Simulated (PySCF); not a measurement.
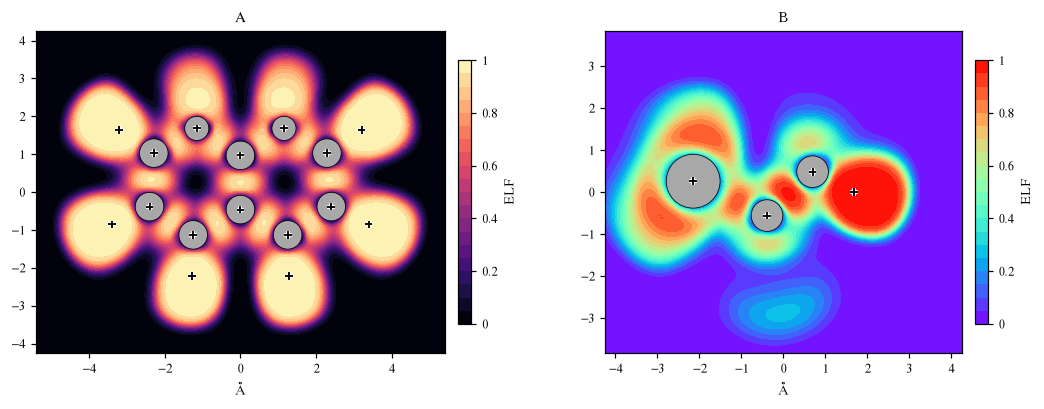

The electron localisation function of 2 systems, each on a plane through atoms (crosses mark nuclei in the plane; grey discs cover the cores).

All numbers below come from CAM-B3LYP/def2-SVPD, SCF density, gas phase (PySCF 2.14.0).

System 1: C2H4Br2, the plane of atoms C2, C1 and H6. Geometry: PBE0-D3(BJ)/def2-SVP.

```xyz
8

C    -0.8238    0.1341   -0.0630
C     0.6524   -0.0434    0.1755
Br    1.6952    0.9642   -1.1169
Br    1.1442   -1.9213    0.1517
H    -1.0832    1.2019   -0.0073
H    -1.3917   -0.4125    0.7050
H    -1.1093   -0.2484   -1.0527
H     0.9719    0.3278    1.1554
```

System 2: C8H6N2 (SMILES c1cnc2ncccc2c1), the molecular plane. Geometry: PBE0-D3(BJ)/def2-SVP.

```xyz
16

C    -2.2767   -0.1845    0.2561
C    -2.0943    1.0995   -0.3164
N    -0.9287    1.6376   -0.5720
C     0.1857    0.9288   -0.2757
N     1.3710    1.5199   -0.5575
C     2.4726    0.8664   -0.2892
C     2.5157   -0.4297    0.2838
C     1.3289   -1.0513    0.5803
C     0.1152   -0.3780    0.3032
C    -1.1636   -0.9247    0.5663
H    -3.2841   -0.5628    0.4400
H    -2.9770    1.7007   -0.5699
H     3.4153    1.3740   -0.5315
H     3.4773   -0.9089    0.4791
H     1.3025   -2.0505    1.0241
H    -1.2450   -1.9213    1.0096
```

Which map belongs to which system?

Panel A is system 2, C8H6N2: the plane holds C, N and H. C–N (1.31 Å): the ELF peaks at about 0.90 between the atoms, as expected for localised, covalent bonding. Panel B is system 1, C2H4Br2: the plane holds C, Br and H. C–C (1.51 Å): the ELF peaks at about 0.95 between the atoms: a shared electron pair.
